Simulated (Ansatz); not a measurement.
```xyz
10

Si   -0.8687    0.2486    0.4215
Br    1.4480   -2.5290    0.2898
H    -1.5360   -1.0290   -0.0094
H    -1.9222    1.2740    0.6770
O    -0.0193    0.1075    1.8405
H     1.7690   -1.4489   -0.6682
P     0.4834    0.8296   -1.2257
H     0.6213   -0.6148    1.8559
H     0.5445    2.2255   -0.9537
H    -0.5202    0.9365   -2.2278
```

Not at a stationary point (largest force 1.0 eV/Å).

All numbers below come from RKS PBE0/def2-SVP in Ansatz.

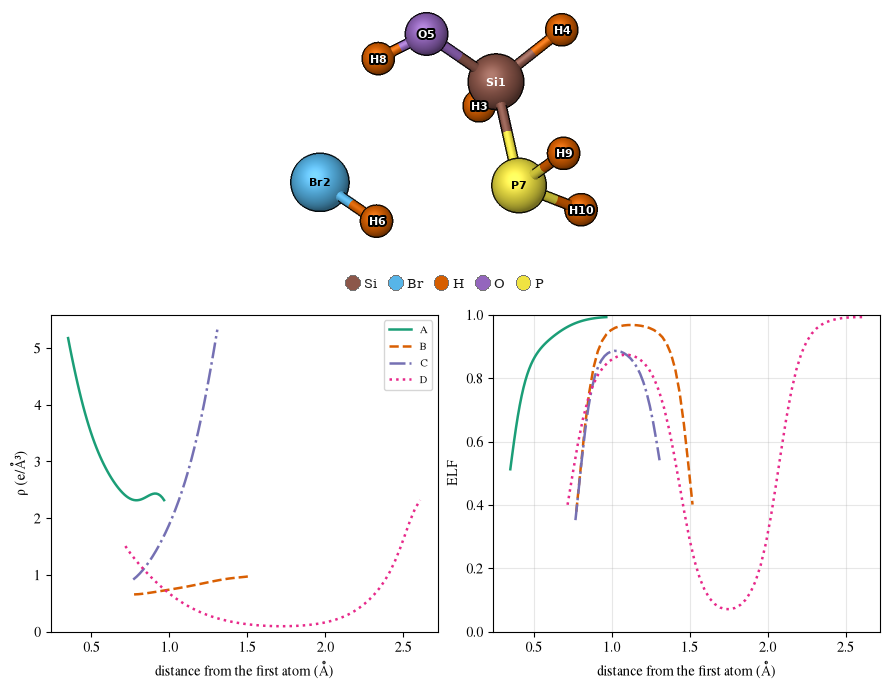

H5OPSi···HBr. Electron density and ELF along straight lines between neighbouring atoms. The curves leave out the atomic cores. The structure is drawn too.

Which curve belongs to which contact (Br–H, O–H, Si–O and Si–P)? The first atom named is at distance zero.

Curve A: O–H (0.97 Å): ρ is about 3.6 e/Å³ halfway; the ELF climbs to about 1 towards the hydrogen, as it does in any bond to H: a covalent bond by its length. Curve B: Si–P (2.21 Å): ρ is about 0.79 e/Å³ halfway; the ELF peaks at about 0.95 between the atoms, as expected for a shared electron pair. Curve C: Si–O (1.66 Å): ρ is about 1.1 e/Å³ halfway; the ELF peaks at about 0.90 between the atoms; a polar covalent bond. Curve D: Br2···H8 (2.61 Å): the density falls to about 0.1 e/Å³ on the way; the ELF dips to about 0.05 between them.
